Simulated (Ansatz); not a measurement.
# What Sc3B (built on the sites of a database entry of La3In) distorts into, part 3 of 3

Which phase does Sc3B (built on the sites of a database entry of La3In) fall into along its unstable mode, and how much energy does it gain?

Ansatz 0.2.0; DFT PBEsol, scalar-relativistic, plane waves, PAW.

So far. Step 5 (Energy along the mode, all amplitudes (two of the runs …): The lowest of the steps tried is the last one, at 0.6 Å, 64.0 meV/atom below the parent; the bottom of the well need not coincide with a step. Step 7 (The new phase in its own primitive cell): The largest force component left is 0.022 meV/Å and the pressure is 0.001 GPa, within the tolerances set. The cell now holds 17.50 Å³/atom. The relaxed cell has a = 5.643, c = 4.397 Å (conventional setting).

The structure was built from a prototype and need not be the compound's stable phase.

**8. Modes of the new phase, k-mesh 6×6×8**

A relaxed structure may still be a saddle point, so its zone-centre modes are computed. No field response is asked, since the mesh shows no gap.

input.yaml

```yaml
crystal:
  lattice:
    - [5.6427850869, 0.0, 0.0]
    - [0.0, 5.6427850869, 0.0]
    - [0.0, 0.0, 4.3973343618]
  atoms:
    - { symbol: Sc, position: [0.0, 0.0, 0.0] }
    - { symbol: Sc, position: [0.5, 0.5, 0.0] }
    - { symbol: Sc, position: [0.6720595828, 0.8279404172, 0.5] }
    - { symbol: Sc, position: [0.3279404172, 0.1720595828, 0.5] }
    - { symbol: Sc, position: [0.8279404172, 0.3279404172, 0.5] }
    - { symbol: Sc, position: [0.1720595828, 0.6720595828, 0.5] }
    - { symbol: B, position: [0.5, 0.0, 0.0] }
    - { symbol: B, position: [0.0, 0.5, 0.0] }
kpoints:
  mp_grid: { grid: [6, 6, 8] }
hamiltonian:
  xc: pbesol
scf:
  occupations: { method: methfessel_paxton, width: 0.15 }
output:
  eigenvalues: true
phonons:
  method: dfpt
```

Started as:

```
ansatz run input.yaml --threads 8 --pin off --max-ram 14336MiB --backend cpu --events-out ev --progress --plain --runs-dir out
```

Numbers of over 12 decimals in the logs are rounded to 6 here.

The log of the run:

```text
zone centre: on kpoints.mp_grid the ground state, and the responses unless they are solved on pairs of k-points, stand on 100 of the mesh's 288 k-points, reduced under 2 symmetry operations, with k and −k counted as one. Each operation leaves every solved displacement unchanged or reverses it
[...]
Crystal: 8 atoms, lattice volume = 140.016 Å³
Basis set: ecut = 420 eV, 2755 PW (Γ), exchange–correlation on 80×80×60 points (8 copies of the dense FFT grid, shifted against one another)
Bands: 44, of which v1, the nominal top of the filled ones, is band 36 counted from 1 (35 counted from 0)
Symmetry: 16 space group operations
k-points: 100 of 288 (irreducible under 2 space group operations, time reversal used)
[...]
SCF iter   1: F=—  HF=-12972.831087 eV  |F-HF|=—  |Δ(HF+E_count)|=         —  Δρ=1.04e-2  dr2=2.57e-1  ethr=1.77e-3  ⟨swp⟩=5.4  Hψ=17478  notcnv=0
[...]
SCF iter  11: F=-12972.781194 eV  HF=-12972.781194 eV  |F-HF|=1.82e-12  |Δ(HF+E_count)|=  5.46e-12  S|Δr|=    0.00e0  Δρ=3.26e-8  dr2=1.93e-12  ethr=1.00e-12  ⟨swp⟩=6.7  Hψ=16507  notcnv=0
SCF 1 converged in 11 iterations: F = -12972.781194 eV  dr2 = 1.93e-12
[...]
DFPT response loops at Γ: preconditioner auto → Kerker (q_TF=auto, 2.442 Å⁻¹) (partly filled bands, converged f_vac=0.000); β = 1.00, the filter's whole step (`scf.mixing.beta` (0.50) is not read by the response loops under this deck's `scf.mixing.preconditioner`; to damp them name `kerker` or `kerker_dos`, under which they read `scf.mixing.beta`, and type it under 1.00, their step now; both keys bind the ground state too); Broyden in place of MSR1
SCF converged after 11 iterations
[...]
Free energy (F): -12972.781194 eV
[...]
Internal energy: -12972.785161 eV  (E = F + TS)
E sigma→0 (E₀):  -12972.782185 eV
Entropy (-TS):   0.003967 eV (0.496 meV/atom)
Fermi energy:    10.941616 eV
[...]
--- Band table (eV; the first three rows and the last of 100) ---
  k-point 0: bands = [... 32 lower, 10.3703, 10.3703, 10.4727, 10.4995, 10.5065, 10.5065, 11.5328, 12.1201, ... 4 higher]
  k-point 1: bands = [... 32 lower, 10.3154, 10.3154, 10.5892, 10.5892, 10.6461, 10.8522, 11.4595, 11.7165, ... 4 higher]
  k-point 2: bands = [... 32 lower, 10.1993, 10.1993, 10.6871, 10.6871, 10.9322, 11.2384, 11.3251, 11.5169, ... 4 higher]
  k-point 99: bands = [... 32 lower, 10.0377, 10.0377, 10.8564, 10.8564, 11.5094, 11.5094, 11.8292, 11.8292, ... 4 higher]
--- Phonons (Γ-DFPT): 6 representative perturbations + reference, on 100 of 288 k-points (Σ response iterations 19) ---
  k mesh reduced under 2 symmetry operations, with k and −k counted as one. Each operation leaves every solved displacement unchanged or reverses it
  ASR residual: 1.398e-5 → 0.000e0 eV/Å²; symmetrization residual: 3.239e-6 eV/Å²
  ASR residual per site (eV/Å²): 7.91e-6 7.91e-6 1.40e-5 1.40e-5 1.40e-5 1.40e-5 7.37e-6 7.37e-6
  Γ frequencies (cm⁻¹): -77.18 -77.18 -27.91 -27.91 0.00 0.00 0.00 123.32 123.32 132.80 170.77 176.84 176.84 199.51 230.82 285.80 291.21 300.49 300.49 317.69 331.25 344.41 344.54 344.54
  non-analytic LO–TO correction: not included (Born effective charges unavailable; polar crystals: no LO–TO splitting at Γ)
```

Wall time 65 s (8 threads of Arm Neoverse V2, shared host); peak memory 2.6 GiB; 8 min of CPU time.

Numbers from this step:

| Quantity | Value |
| --- | --- |
| sum-rule residual before enforcement | 1.40e-5 eV/Å² |
| point group | 4/mmm |
| highest optical mode at the zone centre (no LO-TO term) | 344.5 cm⁻¹ |
| lowest optical zone-centre mode | -77.18 cm⁻¹ |

Patterns of degenerate modes are one choice out of their space. The modes at Γ (shares of kinetic energy by element, %) (negative means imaginary):

```tsv
mode	frequency (cm⁻¹)	symmetry	Sc %	B %
1	-77.2	Eu	58	42
2	-77.2	Eu	58	42
3	-27.9	Eu	76	24
4	-27.9	Eu	76	24
5	0.0	acoustic	93	7
6	0.0	acoustic	93	7
7	0.0	acoustic	93	7
8	123.3	Eu	65	35
9	123.3	Eu	65	35
10	132.8	B1u	81	19
11	170.8	B1g	100	0
12	176.8	Eg	100	0
13	176.8	Eg	100	0
14	199.5	A1g	100	0
15	230.8	A1u	100	0
16	285.8	A2u	98	2
17	291.2	A2g	100	0
18	300.5	Eu	96	4
19	300.5	Eu	96	4
20	317.7	B2g	100	0
21	331.2	B1u	19	81
22	344.4	A2u	10	90
23	344.5	Eu	13	87
24	344.5	Eu	13	87
```

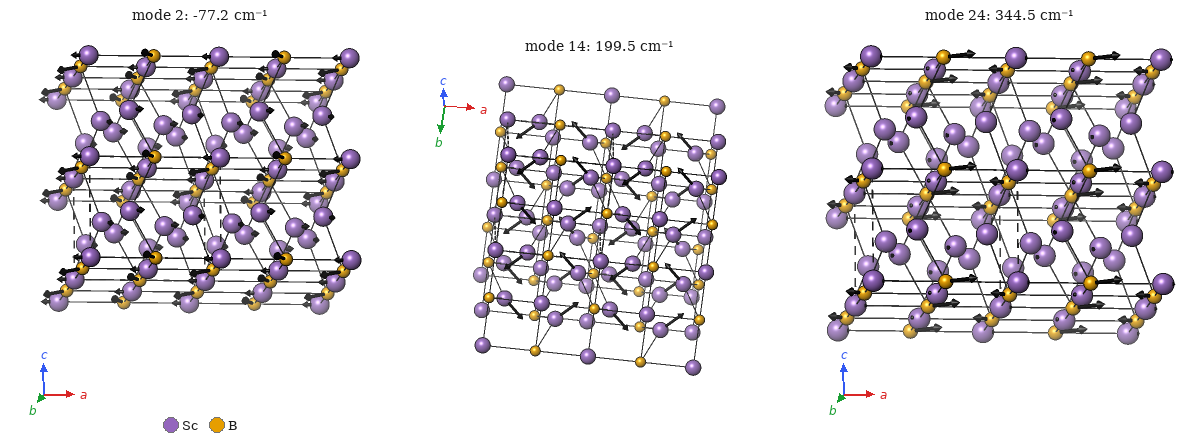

Displacement patterns of modes 2, 14 and 24 at Γ; arrows are exaggerated. 2×2×2 cells are drawn. Some periodic images of atoms are drawn too.

Before it was imposed, the acoustic sum rule was missed by 1.4e-5 eV/Å². Small misses are needed for a sound result but don't prove that mesh and cutoff are converged. The lowest optical mode is imaginary, 77.2i cm⁻¹, so the energy falls along it.

**9. The phases reached**

The phases reached along the modes that were followed are set side by side.

Energies are those of the first relaxation, on the mesh of the frozen mode; space group, volume and gap are those of the last relaxation. Phases, by row:

```tsv
mode frozen in	space group	energy from parent (meV/atom)	volume (Å³/atom)	gap on mesh (eV)	lowest zone-centre optical mode (cm⁻¹)	largest shift (Å)
parent	Pm-3m	0	16.71	0	–	–
q = (0, 0, -0.5), 91i cm⁻¹	P4_2/mmc	-4.92	16.77	0	89.1	0.235
q = (0, -0.5, -0.5), 81i cm⁻¹	P4/mbm	-106	17.5	0	-77.2	0.622
```

**10. Outcome**

* unstable mode of the parent: q = (0, -0.5, -0.5), 81i cm⁻¹
* depth at the lowest point sampled: 64.0 meV/atom
* largest atomic shift at that point: 0.6 Å
* space group reached (within 0.01 Å): P4/mbm
* energy gained over the parent (first relaxation, on the mesh of the frozen mode): 106 meV/atom
* volume per atom, phase reached: 17.5 Å³
* lowest optical zone-centre mode, phase reached: -77.2 cm⁻¹
* highest optical mode at the zone centre (no LO-TO term), phase reached: 345 cm⁻¹

Along this mode the structure falls into P4/mbm, 106 meV/atom below the parent. At the parent's cell the well is 63.99 meV/atom deep on the steps tried, with its lowest point at a shift of 0.6 Å. That is the last step tried, so the steps alone don't bracket the bottom of the well. Relaxing atoms and cell changes the gain by +42.02 meV/atom against the lowest step (energies at zero smearing). The new phase still has an imaginary mode at the zone centre of its cell, so it is a saddle point on the way to a lower structure. Of the 2 patterns followed to their end from this parent, this one reaches the lowest energy. Each path keeps the symmetry of its pattern, so a lower phase may lie along a pattern not tried. The q mesh stands for a supercell only 8.1 Å across, so branches between the solved wavevectors are rough. With no gap, or one that is small against the smearing, the frequencies hang on the k mesh and the smearing, most of all near Kohn anomalies. The starting cell was built on a prototype and not taken from a measurement, so the phase need not exist.

[Logs are printed without paths, hosts, clocks, repeated set-up lines and the standing remarks that a program may print on its own settings, such as how far it seeks lower states.]

[Hosts, paths, dates, database ids (printed as entryN), source tags and the programs' standing remarks are cut or masked in the printed files.]
